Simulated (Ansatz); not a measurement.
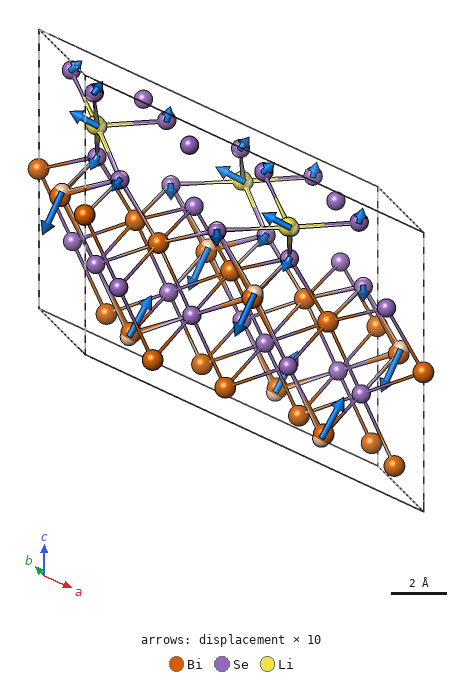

This is a relaxation of a defect cell of composition LiBi8Se12. The starting structure is drawn faded, the final one solid; blue arrows show the displacements, 10 times their true length.

A ball-and-stick model of the conventional cell (2 times the calculation's cell) (origin shifted), seen slightly off an axis. Lengths and directions refer to the drawn axes.

Case: Li interstitial, charge +0, atoms relaxed.

These are results of DFT LDA, scalar-relativistic, plane waves, PAW (Ansatz), not measurements.

Input
```yaml
crystal:
  lattice:
    - [-8.2070747648, 0.0, 0.0]
    - [-4.1035373824, -7.107535237, 1.2e-09]
    - [-4.1035373824, -2.3691784108, 9.3130287376]
  atoms:
    - { symbol: Bi, position: [0.0987398932, 0.0987398932, 0.2037803204] }
    - { symbol: Bi, position: [0.5987398932, 0.0987398932, 0.2037803204] }
    - { symbol: Bi, position: [0.0987398932, 0.5987398932, 0.2037803204] }
    - { symbol: Bi, position: [0.5987398932, 0.5987398932, 0.2037803204] }
    - { symbol: Bi, position: [0.9012601068, 0.9012601068, 0.7962196796] }
    - { symbol: Bi, position: [0.4012601068, 0.9012601068, 0.7962196796] }
    - { symbol: Bi, position: [0.9012601068, 0.4012601068, 0.7962196796] }
    - { symbol: Bi, position: [0.4012601068, 0.4012601068, 0.7962196796] }
    - { symbol: Se, position: [0.5, 0.0, 0.0] }
    - { symbol: Se, position: [0.0, 0.0, 0.0] }
    - { symbol: Se, position: [0.5, 0.5, 0.0] }
    - { symbol: Se, position: [0.0, 0.5, 0.0] }
    - { symbol: Se, position: [0.2905750306, 0.2905750306, 0.6282749082] }
    - { symbol: Se, position: [0.7905750306, 0.2905750306, 0.6282749082] }
    - { symbol: Se, position: [0.2905750306, 0.7905750306, 0.6282749082] }
    - { symbol: Se, position: [0.7905750306, 0.7905750306, 0.6282749082] }
    - { symbol: Se, position: [0.7094249694, 0.7094249694, 0.3717250918] }
    - { symbol: Se, position: [0.2094249694, 0.7094249694, 0.3717250918] }
    - { symbol: Se, position: [0.7094249694, 0.2094249694, 0.3717250918] }
    - { symbol: Se, position: [0.2094249694, 0.2094249694, 0.3717250918] }
    - { symbol: Li, position: [0.4808050911, 0.5051504563, 0.500281929] }
basis:
  ecutwfc: 420
  xc_grid: 2
kpoints:
  mp_grid: { grid: [3, 3, 3], shift: [0.0, 0.0, 0.0] }
hamiltonian:
  xc: lda
scf:
  occupations: { method: gaussian, width: 0.1 }
output:
  forces: true
  stress: false
  eigenvalues: true
relax:
  adjacent_minimum: "off"
  f_tol: 0.02
  max_steps: 60
```

Launched with:
```bash
ansatz run input.yaml --threads 8 --pin off --max-ram 20480MiB --backend cpu --events-out ev --progress --plain --runs-dir out
```

**Which element moves most?**

Bismuth: up to 0.18 Å, against 0.12 Å for lithium.

**What did the optimiser do to the structure, and how much energy did it gain?**

Over 3 geometry steps the energy falls by 0.194 eV per cell of the calculation. Largest force component: 1 eV/Å at the start, 0.009 eV/Å at the end. The largest moves, 0.18 Å, are those of Bi4 and Bi8. Bi8 goes along [−1 0 −3]. By element the largest moves are Bi 0.18 Å, Li 0.12 Å, Se 0.06 Å. The cell stays as it was. Among the contacts that change: Bi8–Li21 2.760 → 2.934 Å, Se18–Li21 2.534 → 2.655 Å, Se14–Li21 2.774 → 2.667 Å, Bi4–Se11 3.036 → 2.929 Å. Bond angles that change, for instance: Se15–Li21–Se19 174.1° → 179.5°, Se14–Li21–Se17 75.1° → 80.1°, Se9–Bi4–Se19 174.7° → 179.6°. Cost: 30 s on 8 threads of AMD EPYC 9R45 96-Core Processor (Zen 5), with other jobs on the host, peak memory 4.2 GiB.

Limits of the set-up: the cell has an odd number of electrons but was run without spin polarisation; the periodic images lie only 8.2 Å apart, so the values are limited by the cell's size.
